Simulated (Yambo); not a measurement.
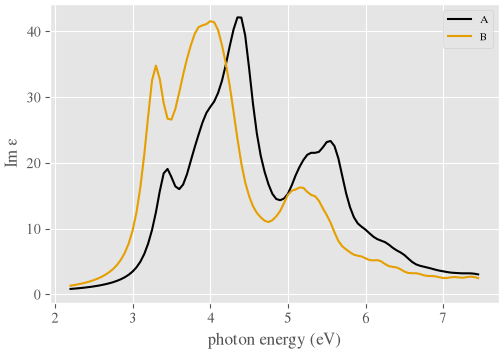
*Two computed absorption spectra of Si (diamond, space group Fd-3m, No. 227) (Yambo, PBE bands with the same scissor, field along x)*

**Question.** Which curve includes the electron-hole attraction (BSE)?

**Answer.** Curve B: the attraction moves weight to lower energy (centre of the plotted range 4.3 eV against 4.7 eV). Settings: 10×10×10 mesh, 3 valence and 4 conduction bands, static screening with 18 bands and a 4 Ry block, scissor 0.69 eV, Tamm-Dancoff. The scissor comes from a G0W0 run whose convergence isn't established. Broadening 0.15 eV. The band window holds all transitions up to 7.5 eV. On this mesh the peak heights and the fine structure are mesh artefacts; only the shift of weight is robust.

Geometry of the Materials Project entry, not relaxed at this level; primitive cell a = b = c = 3.849 Å, α = β = γ = 60.00°.
